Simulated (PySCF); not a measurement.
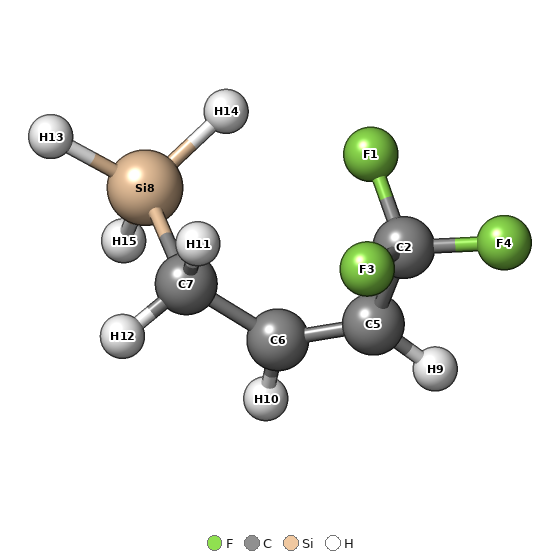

Geometry used (C₄H₇F₃Si, SMILES FC(F)(F)/C=C\C[SiH3]).

GIAO shifts, PBE0/pcSseg-1 (IEF-PCM benzene) in PySCF, at a PBE0-D3(BJ)/def2-SVP geometry (no frequency check), against CFCl₃ for ¹⁹F and TMS for ¹H computed at the same level (¹⁹F: this reference is a hard case for the method, so all values can be off together by tens of ppm, and differences between signals are safer). fully decoupled, line heights follow the number of nuclei, widths are arbitrary (no quadrupolar broadening); values of one conformer, averaged over nuclei that symmetry or rotation about single bonds exchange, these motions taken as fast; other conformers aren't averaged in.

Q: Which ¹⁹F signals does it give?

A: 1 signal.


```
δ (ppm)  nuclei       atoms
  −71.3       3  F1, F3, F4
```

Q: Which ¹H signals does it give?

A: 4 signals.


```csv
δ (ppm),nuclei,atoms
6.41,1,H10
5.74,1,H9
3.93,3,"H13, H14, H15"
2.09,2,"H11, H12"
```

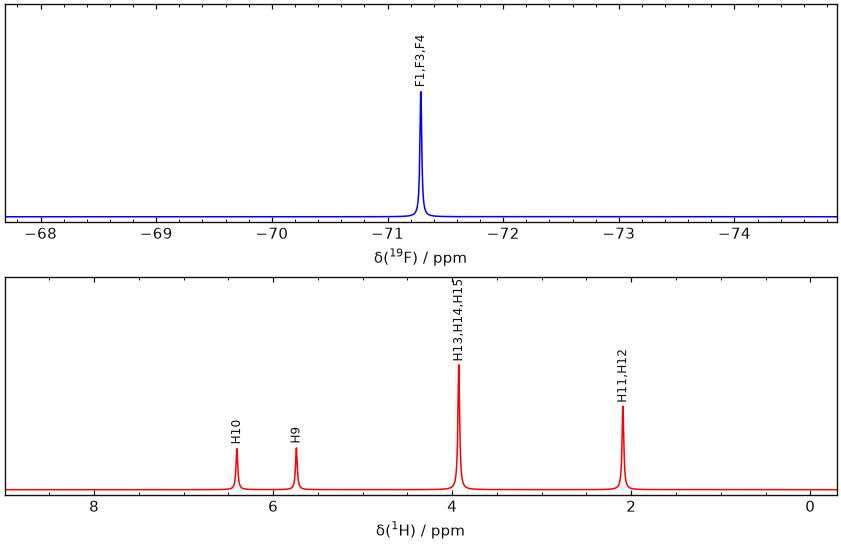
